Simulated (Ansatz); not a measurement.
**Nudged elastic band, with input and output: ZrNH3ClF3**

ZrNH3ClF3, set up with RKS PBE/def2-SVP (Ansatz 0.2.0).

One setting was made poor on purpose. It belongs to a series of runs on one base structure; here: an input spoilt on purpose.

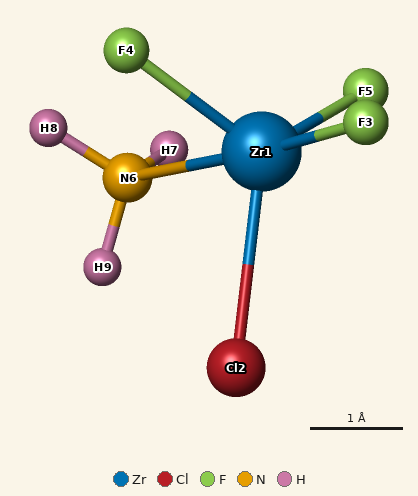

Figure 1. The starting structure (ball-and-stick view, seen at a tilt; atoms are numbered from 1 in the order of the input). Sticks mark near contacts. Bond lengths as drawn: Cl–Zr 2.40 Å, F–Zr 1.92 Å, H–N 1.03 Å and N–Zr 2.48 Å.

## The input
```yaml
crystal:
  periodic: [false, false, false]
  atoms:
    - { symbol: Zr, position_ang: [-0.054255, 0.019346, 0.168719] }
    - { symbol: Cl, position_ang: [0.542413, -0.223583, 2.476964] }
    - { symbol: F, position_ang: [1.68512, 0.05317, -0.63664] }
    - { symbol: F, position_ang: [-0.688623, 1.739412, -0.410785] }
    - { symbol: F, position_ang: [-0.773097, -1.518983, -0.733556] }
    - { symbol: "N", position_ang: [-2.352181, -0.013499, 1.090096] }
    - { symbol: H, position_ang: [-2.904806, -0.798193, 0.71604] }
    - { symbol: H, position_ang: [-2.869162, 0.848622, 0.865261] }
    - { symbol: H, position_ang: [-2.35731, -0.10629, 2.115801] }
basis:
  gaussian: { orbitals: def2-SVP }
hamiltonian:
  xc: pbe
neb:
  order_check: false
  images: 0
  f_tol: 0.5
  max_iterations: 8
  final_atoms:
    - { symbol: Zr, position_ang: [-0.20248295, 0.45727571, 0.09740407] }
    - { symbol: Cl, position_ang: [-0.09538074, 1.66451359, 2.16243201] }
    - { symbol: F, position_ang: [0.35620954, -1.38214829, 0.1151815] }
    - { symbol: F, position_ang: [1.2874496, 1.22420471, -0.83582558] }
    - { symbol: F, position_ang: [-1.60098711, 0.92204951, -1.13764771] }
    - { symbol: "N", position_ang: [-2.14524447, -0.59491192, 1.18291141] }
    - { symbol: H, position_ang: [-2.54451326, -1.35772984, 0.6156211] }
    - { symbol: H, position_ang: [-2.91232765, 0.07173532, 1.35224911] }
    - { symbol: H, position_ang: [-1.91462396, -1.00498679, 2.09957409] }
  initial_path:
    images:
      - { positions_ang: [[-0.054255, 0.019346, 0.168719], [0.542413, -0.223583, 2.476964], [1.68512, 0.05317, -0.63664], [-0.688623, 1.739412, -0.410785], [-0.773097, -1.518983, -0.733556], [-2.352181, -0.013499, 1.090096], [-2.904806, -0.798193, 0.71604], [-2.869162, 0.848622, 0.865261], [-2.35731, -0.10629, 2.115801]] }
      - { positions_ang: [[-0.03542799, 0.01934141, 0.1138674], [0.35894872, -0.17135331, 2.60892616], [1.74729949, 0.0487598, -0.64048249], [-0.76871134, 1.71084518, -0.47706487], [-0.82445096, -1.53806515, -0.72460504], [-2.36231173, -0.01082171, 0.98899631], [-2.97004212, -0.73145894, 0.57066337], [-2.80331265, 0.75794312, 1.11822051], [-2.11389243, -0.0851884, 2.09337865]] }
      - { positions_ang: [[-0.01660098, 0.01933682, 0.05901581], [0.17548444, -0.11912362, 2.74088832], [1.80947897, 0.04434959, -0.64432499], [-0.84879967, 1.68227835, -0.54334474], [-0.87580491, -1.5571473, -0.71565408], [-2.37244246, -0.00814442, 0.88789662], [-3.03527824, -0.66472487, 0.42528674], [-2.73746329, 0.66726424, 1.37118002], [-1.87047486, -0.06408679, 2.0709563]] }
      - { positions_ang: [[0.00222603, 0.01933223, 0.00416421], [-0.00797983, -0.06689393, 2.87285048], [1.87165846, 0.03993939, -0.64816748], [-0.92888801, 1.65371153, -0.60962461], [-0.92715887, -1.57622945, -0.70670311], [-2.38257318, -0.00546712, 0.78679693], [-3.10051436, -0.59799081, 0.27991011], [-2.67161394, 0.57658536, 1.62413954], [-1.6270573, -0.04298519, 2.04853394]] }
      - { positions_ang: [[-0.0660103, 0.16531339, 0.03524416], [-0.03711347, 0.51024191, 2.63604432], [1.36650882, -0.43408984, -0.39371782], [-0.19010881, 1.51054259, -0.68502493], [-1.15176829, -0.7434698, -0.85035131], [-2.30346361, -0.20194872, 0.91883509], [-2.91518066, -0.85123716, 0.39181377], [-2.75185184, 0.40830202, 1.53350939], [-1.72291285, -0.36365239, 2.06554733]] }
      - { positions_ang: [[-0.13424662, 0.31129455, 0.06632412], [-0.0662471, 1.08737775, 2.39923816], [0.86135918, -0.90811907, -0.13926816], [0.5486704, 1.36737365, -0.76042526], [-1.3763777, 0.08928986, -0.99399951], [-2.22435404, -0.39843032, 1.05087325], [-2.72984696, -1.1044835, 0.50371744], [-2.83208975, 0.24001867, 1.44287925], [-1.81876841, -0.68431959, 2.08256071]] }
      - { positions_ang: [[-0.20248295, 0.45727571, 0.09740407], [-0.09538074, 1.66451359, 2.16243201], [0.35620954, -1.38214829, 0.1151815], [1.2874496, 1.22420471, -0.83582558], [-1.60098711, 0.92204951, -1.13764771], [-2.14524447, -0.59491192, 1.18291141], [-2.54451326, -1.35772984, 0.6156211], [-2.91232765, 0.07173532, 1.35224911], [-1.91462396, -1.00498679, 2.09957409]] }
```

Command:
```bash
ansatz run input.yaml --threads 4 --pin off --max-ram 5120MiB --backend cpu --events-out ev --progress --plain --runs-dir out
```

## Log
```
Error: 2 input errors — fix all and re-run
  1. invalid value for `neb.images`: must be ≥ 1; got 0
  2. invalid value for `neb.initial_path`: its number of entries is 7 where neb.images is 0 — a listed band holds both endpoints and every movable image in path order, neb.images + 2 = 2 entries, and is never re-spaced: set neb.images to 5, or list 2 entries
```

## What the run reported

```csv
quantity,value
outcome,refused by the program
hardware,"4 threads of INTEL XEON PLATINUM @ 2.10GHz (Emerald Rapids), 24 GiB of memory available, shared host"
```

## What went wrong

The program refused the input: “2 input errors — fix all and re-run 1. invalid value for `neb.images`: must be ≥ 1; got 0 2 …” A deliberately poor setting: bad input.
